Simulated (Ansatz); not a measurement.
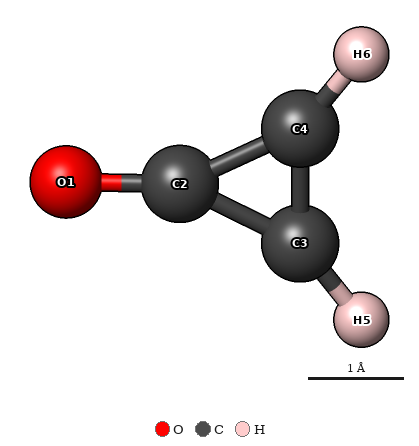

Figure 1. The structure as given in the input (ball-and-stick view, seen at a tilt; atoms are numbered from 1 in the order of the input). Bond lengths as drawn: C–C 1.36 to 1.45 Å, C–H 1.10 Å and C–O 1.21 Å.

**What a change does: geometry relaxation on C3H2O**

System: C3H2O, SMILES O=c1cc1.
Method of run A: RKS r2SCAN-D4/def2-TZVPP (Ansatz 0.2.0).

Text and figures count atoms from 1; the logs count them from 0 in places.

Input, run A:
```yaml
crystal:
  periodic: [false, false, false]
  atoms:
    - { symbol: O, position_ang: [1.49317637, -0.20160206, 0.05225045] }
    - { symbol: C, position_ang: [0.29594704, -0.04006143, 0.01033651] }
    - { symbol: C, position_ang: [-1.06136047, -0.54145809, -0.0506673] }
    - { symbol: C, position_ang: [-0.88090913, 0.80363277, -0.01731253] }
    - { symbol: H, position_ang: [-1.82400197, -1.33642669, -0.0951156] }
    - { symbol: H, position_ang: [-1.40700184, 1.77254549, -0.01805153] }
basis:
  gaussian: { orbitals: def2-TZVPP }
hamiltonian:
  xc: r2scan
  dispersion: d4
relax:
  f_tol: 0.002
  max_steps: 150
```

Launched with:
```bash
ansatz run input.yaml --threads 4 --pin off --max-ram 10240MiB --backend cpu --events-out ev --progress --plain --runs-dir out
```

Hardware: 4 threads of Arm Neoverse N1, 98 GiB of memory available, shared host.

Output, shortened to warnings, some set-up lines, iterations and results (run A):
```
[...]
mean field evaluation 1: about -5180.9038 eV, gradient 5.5e1 eV
mean field evaluation 2: about -5174.3326 eV, gradient 8.0e1 eV
mean field evaluation 4: about -5186.9090 eV, gradient 3.0e0 eV
mean field evaluation 8: about -5186.9128 eV, gradient 7.8e-2 eV
mean field evaluation 16: about -5186.9128 eV, gradient 2.6e-5 eV
relax step   1: F+E_penalty+E_count = -5186.93339080 eV  Δ(F+E_penalty+E_count) = +0.000e0 eV  max|allowed force component| = 8.311e-1 eV/Å  Δτ_max = 0.0000 Å  (29 SCF iters, …
relax step   2: F+E_penalty+E_count = -5186.96353842 eV  Δ(F+E_penalty+E_count) = -3.015e-2 eV  max|allowed force component| = 4.050e-1 eV/Å  Δτ_max = 0.0194 Å  (35 SCF …
relax step   3: F+E_penalty+E_count = -5186.96750979 eV  Δ(F+E_penalty+E_count) = -3.971e-3 eV  max|allowed force component| = 9.076e-2 eV/Å  Δτ_max = 0.0090 Å  (35 SCF …
mean field evaluation 32: about -5186.9640 eV, gradient 6.0e-1 eV
relax step   4: F+E_penalty+E_count = -5186.96755377 eV  Δ(F+E_penalty+E_count) = -4.399e-5 eV  max|allowed force component| = 1.811e-2 eV/Å  Δτ_max = 0.0004 Å  (36 SCF …
relax step   5: F+E_penalty+E_count = -5186.96755901 eV  Δ(F+E_penalty+E_count) = -5.235e-6 eV  max|allowed force component| = 3.728e-3 eV/Å  Δτ_max = 0.0004 Å  (36 SCF …
relax step   6: F+E_penalty+E_count = -5186.96756051 eV  Δ(F+E_penalty+E_count) = -1.506e-6 eV  max|allowed force component| = 4.965e-3 eV/Å  Δτ_max = 0.0004 Å  (36 SCF …
relax step   7: F+E_penalty+E_count = -5186.96756094 eV  Δ(F+E_penalty+E_count) = -4.282e-7 eV  max|allowed force component| = 5.931e-5 eV/Å  Δτ_max = 0.0003 Å  (35 SCF …
mean field evaluation 64: about -5186.9470 eV, gradient 1.6e-2 eV
mean field -5186.94695719 eV, -190.6167848377 hartree, gradient 2.4e-5 eV, S^2 0.000000; 1 other end points of the search recorded, 0 dependent functions left out
the calculation of the forces begins
reference -5186.94696582 eV, -190.6167851548 hartree; 14, 14 occupied and 138, 138 virtual orbitals, 809 factors
Total energy: -5186.96756957 eV, -190.6175423288 hartree
Atom 0 at     1.471557    -0.198712     0.051498 Å, force     0.000051     0.000005     0.000001 eV/Å
Atom 1 at     0.282366    -0.038162     0.009869 Å, force     0.000047     0.000013     0.000004 eV/Å
Atom 2 at    -1.054840    -0.534829    -0.050307 Å, force    -0.000059     0.000016    -0.000003 eV/Å
Atom 3 at    -0.876397     0.795478    -0.017330 Å, force    -0.000049    -0.000042    -0.000003 eV/Å
Atom 4 at    -1.808483    -1.312376    -0.094043 Å, force    -0.000000     0.000048     0.000001 eV/Å
Atom 5 at    -1.398353     1.745231    -0.018247 Å, force     0.000011    -0.000040    -0.000001 eV/Å
Dipole moment:    -0.857983     0.115831    -0.030035 e Å
```

The input of run B differs as follows (lines with − go, lines with + come):
```diff
-  xc: r2scan
+  xc: { name: B3LYP }
```

What does this change do to the results?

The total energies belong to different methods, so their difference says nothing on which is more stable or more accurate. The functional changes from r2SCAN to B3LYP. On the same kind of shared host run B took about 0.64 times as long.

Output, shortened to warnings, some set-up lines, iterations and results (run B):
```
[...]
mean field evaluation 1: about -5184.0007 eV, gradient 5.4e1 eV
mean field evaluation 2: about -5178.0121 eV, gradient 7.9e1 eV
mean field evaluation 4: about -5189.7795 eV, gradient 2.8e0 eV
mean field evaluation 8: about -5189.7983 eV, gradient 3.8e-2 eV
mean field evaluation 16: about -5189.7973 eV, gradient 6.4e-4 eV
relax step   1: F+E_penalty+E_count = -5189.94025806 eV  Δ(F+E_penalty+E_count) = +0.000e0 eV  max|allowed force component| = 9.153e-1 eV/Å  Δτ_max = 0.0000 Å  (30 SCF iters, …
relax step   2: F+E_penalty+E_count = -5189.97753649 eV  Δ(F+E_penalty+E_count) = -3.728e-2 eV  max|allowed force component| = 3.910e-1 eV/Å  Δτ_max = 0.0217 Å  (33 SCF …
mean field evaluation 32: about -5189.8384 eV, gradient 9.8e-6 eV
relax step   3: F+E_penalty+E_count = -5189.98204312 eV  Δ(F+E_penalty+E_count) = -4.507e-3 eV  max|allowed force component| = 1.038e-1 eV/Å  Δτ_max = 0.0095 Å  (34 SCF …
relax step   4: F+E_penalty+E_count = -5189.98210093 eV  Δ(F+E_penalty+E_count) = -5.781e-5 eV  max|allowed force component| = 2.322e-2 eV/Å  Δτ_max = 0.0008 Å  (33 SCF …
relax step   5: F+E_penalty+E_count = -5189.98210566 eV  Δ(F+E_penalty+E_count) = -4.727e-6 eV  max|allowed force component| = 2.285e-2 eV/Å  Δτ_max = 0.0006 Å  (34 SCF …
relax step   6: F+E_penalty+E_count = -5189.98211076 eV  Δ(F+E_penalty+E_count) = -5.104e-6 eV  max|allowed force component| = 1.554e-3 eV/Å  Δτ_max = 0.0007 Å  (34 SCF …
mean field evaluation 64: about -5188.9060 eV, gradient 2.2e1 eV
mean field -5189.83841915 eV, -190.7230441048 hartree, gradient 1.0e-5 eV, S^2 0.000000; 1 other end points of the search recorded, 0 dependent functions left out
the calculation of the forces begins
reference -5189.83862063 eV, -190.7230515090 hartree; 14, 14 occupied and 138, 138 virtual orbitals, 809 factors
Total energy: -5189.98231224 eV, -190.7283320784 hartree
Atom 0 at     1.468045    -0.198237     0.051378 Å, force     0.001168    -0.000148     0.000053 eV/Å
Atom 1 at     0.279585    -0.037787     0.009771 Å, force    -0.000712     0.000126    -0.000068 eV/Å
Atom 2 at    -1.057654    -0.532966    -0.050382 Å, force     0.000246     0.001487     0.000065 eV/Å
Atom 3 at    -0.879603     0.794426    -0.017478 Å, force    -0.000096    -0.001554     0.000010 eV/Å
Atom 4 at    -1.802544    -1.314822    -0.093862 Å, force    -0.000319    -0.000050    -0.000029 eV/Å
Atom 5 at    -1.391979     1.746016    -0.017986 Å, force    -0.000286     0.000140    -0.000031 eV/Å
Dipole moment:    -0.871388     0.117641    -0.030502 e Å
```

The two runs side by side:

| quantity | run A | run B |
| --- | --- | --- |
| outcome | converged | converged |
| total energy (hartree) | −190.617542 | −190.728332 |
| largest force (eV/Å) | 0.000 | 0.002 |
| basis functions | 152 | 152 |
| wall time (shared host) | 19 s | 12 s |
